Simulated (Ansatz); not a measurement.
# NH₃O (triplet): trial inputs and their diagnosis at distance N1–H4 along a hydrogen transfer = 1.239 Å

3 inputs are run for NH₃O (triplet) as typed; the log has to tell whether the result can be used and what must change.

Computed with Ansatz 0.2.0, Gaussian basis. Level: the settings change from run to run.

7 further runs of the same task are left out: 5 that didn't finish, 2 set aside as unsound or not needed.

### 1 The geometry

The geometry derives from fragments relaxed apart (PBE0/def2-TZVP) and kept rigid, so it is no stationary point. A hydrogen atom is moved between rigid fragments.

5 atoms, charge 0, spin multiplicity 3.

Atoms are counted from 1 here; the program's logs count them from 0.

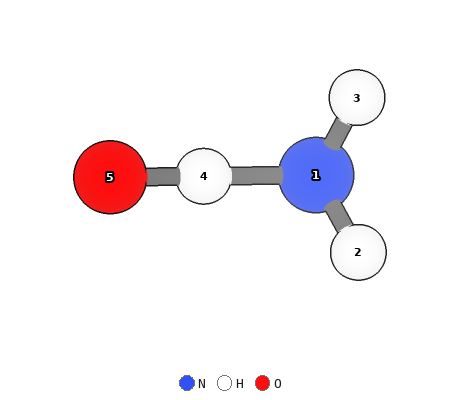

The geometry (nitrogen blue, hydrogen white, oxygen red); atoms are numbered from 1 in the order of the file.

### 2 Input 1

File in.yaml:

```yaml
crystal:
  periodic: [false, false, false]
  atoms:
    - {symbol: N, position_ang: [-1.117780, -0.017258, -0.026862]}
    - {symbol: H, position_ang: [-1.415060, 0.950575, -0.026861]}
    - {symbol: H, position_ang: [-1.415060, -0.419557, 0.853398]}
    - {symbol: H, position_ang: [0.121220, -0.017258, -0.026862]}
    - {symbol: O, position_ang: [1.149220, -0.017257, -0.026862]}
basis:
  gaussian: {orbitals: cc-pVDZ}
magnetization: {spin_polarized: false, initial_magnetization: 2}
correlation: {active_space: {window: {electrons: 4, orbitals: 3}, states: [{multiplicity: 3, weights: [0.5, 1, 1, 0.5]}], root: 0}}
```

On the command line:

```bash
$ ansatz run in.yaml --threads 1 --pin off --events-out ev --progress --plain --max-ram 2393MiB
```

What it wrote:

```text
Functional definition: HF
  name "HF"
  cite "Fock, Z. Phys. 61, 126 (1930) doi:10.1007/BF01340294"
  parent pbe
  exchange = exact_x
  correlation = 0
765 factors; integrals over basis functions are off by at most 2.4e-7 eV
mean field evaluation 1: about -3557.1466 eV, gradient 2.8e1 eV
mean field evaluation 2: about -3557.1733 eV, gradient 2.8e1 eV
mean field evaluation 4: about -3561.4449 eV, gradient 6.7e0 eV
mean field evaluation 8: about -3562.3598 eV, gradient 1.3e0 eV
mean field evaluation 16: about -3562.3929 eV, gradient 1.1e-5 eV
mean field evaluation 32: about -3562.3633 eV, gradient 1.8e-4 eV
mean field evaluation 64: about -3562.3928 eV, gradient 1.4e-1 eV
mean field evaluation 96: about -3557.1869 eV, gradient 2.6e1 eV
mean field evaluation 128: about -3562.3929 eV, gradient 4.9e-3 eV
mean field -3562.39288034 eV, -130.9155236760 hartree, gradient 2.3e-6 eV, S^2 2.000000; 9 other end points of the search recorded, 0 dependent functions left out
reference -3562.39288034 eV, -130.9155236760 hartree; 10, 8 occupied and 33, 35 virtual orbitals, 765 factors
Error: 4 states are sought, and the space of determinants holds 3 states of this symmetry and spin
```

Wall time 0.93 s (1 thread of Arm Neoverse V2, shared host).

What is wrong: The run stopped with an error. It says: «4 states are sought, and the space of determinants holds 3 states of this symmetry and spin». Cure: ask for fewer states or enlarge the space.

### 3 Input 2

File in.yaml:

```yaml
crystal:
  periodic: [false, false, false]
  atoms:
    - {symbol: N, position_ang: [-1.117780, -0.017258, -0.026862]}
    - {symbol: H, position_ang: [-1.415060, 0.950575, -0.026861]}
    - {symbol: H, position_ang: [-1.415060, -0.419557, 0.853398]}
    - {symbol: H, position_ang: [0.121220, -0.017258, -0.026862]}
    - {symbol: O, position_ang: [1.149220, -0.017257, -0.026862]}
basis:
  gaussian: {orbitals: STO-3G}
magnetization: {spin_polarized: false, initial_magnetization: 2}
correlation: {method: ccsd_t, frozen_orbitals: {"N": 20}}
```

The command is unchanged.

What it wrote:

```text
Functional definition: HF
  name "HF"
  cite "Fock, Z. Phys. 61, 126 (1930) doi:10.1007/BF01340294"
  parent pbe
  exchange = exact_x
  correlation = 0
Error: "frozen_orbitals" has no count for H
```

Run time: 0.03 s. Hardware: 1 thread of Arm Neoverse V2, shared host.

What is wrong: The run was refused. The frozen-orbital counts are incomplete or too large. Fix: leave frozen_orbitals out, or give each element a count that its core has.

### 4 Input 3

File in.yaml:

```yaml
crystal:
  periodic: [false, false, false]
  atoms:
    - {symbol: N, position_ang: [-1.117780, -0.017258, -0.026862]}
    - {symbol: H, position_ang: [-1.415060, 0.950575, -0.026861]}
    - {symbol: H, position_ang: [-1.415060, -0.419557, 0.853398]}
    - {symbol: H, position_ang: [0.121220, -0.017258, -0.026862]}
    - {symbol: O, position_ang: [1.149220, -0.017257, -0.026862]}
basis:
  gaussian: {orbitals: cc-pVDZ}
magnetization: {spin_polarized: false, initial_magnetization: 2}
correlation: {active_space: {ras: {orbitals: [6, 2, 33], electrons: 11, max_holes: 2, max_particles: 2}, fixed_orbitals: true}}
```

The command is unchanged.

What it wrote:

```text
Functional definition: HF
  name "HF"
  cite "Fock, Z. Phys. 61, 126 (1930) doi:10.1007/BF01340294"
  parent pbe
  exchange = exact_x
  correlation = 0
393 factors; integrals over basis functions are off by at most 1.3e-3 eV
mean field evaluation 1: about -3557.1466 eV, gradient 2.8e1 eV
mean field evaluation 2: about -3557.1732 eV, gradient 2.8e1 eV
mean field evaluation 4: about -3561.4449 eV, gradient 6.7e0 eV
mean field evaluation 8: about -3562.3598 eV, gradient 1.3e0 eV
mean field evaluation 16: about -3562.3928 eV, gradient 1.1e-5 eV
mean field evaluation 32: about -3562.3633 eV, gradient 1.8e-4 eV
mean field evaluation 64: about -3562.3928 eV, gradient 1.4e-1 eV
mean field evaluation 96: about -3557.1868 eV, gradient 2.6e1 eV
mean field evaluation 128: about -3562.3928 eV, gradient 4.9e-3 eV
mean field -3562.39284372 eV, -130.9155223302 hartree, gradient 2.3e-6 eV, S^2 2.000000; 9 other end points of the search recorded, 0 dependent functions left out
reference -3562.39284372 eV, -130.9155223302 hartree; 10, 8 occupied and 33, 35 virtual orbitals, 393 factors
Error: 11 electrons in 41 orbitals form no window around the highest filled level of the reference
```

It took 0.63 s on 1 thread of Arm Neoverse V2, shared host.

Diagnosis: The run stopped with an error. The electron count of the restricted space is wrong. Fix: count the correlated electrons again.

### 5 Summary

```
input                   level                ended                                                                                        cause    time
    1     CASSCF(4,3)/cc-pVDZ  stopped by an error  4 states are sought, and the space of determinants holds 3 states of this symmetry and spin  0.93 s
    2  CCSD(T) on ROHF/STO-3G              refused                                        the frozen-orbital counts are incomplete or too large  0.03 s
    3            CISD/cc-pVDZ  stopped by an error                                          the electron count of the restricted space is wrong  0.63 s
```

2 stopped by an error, 1 refused.
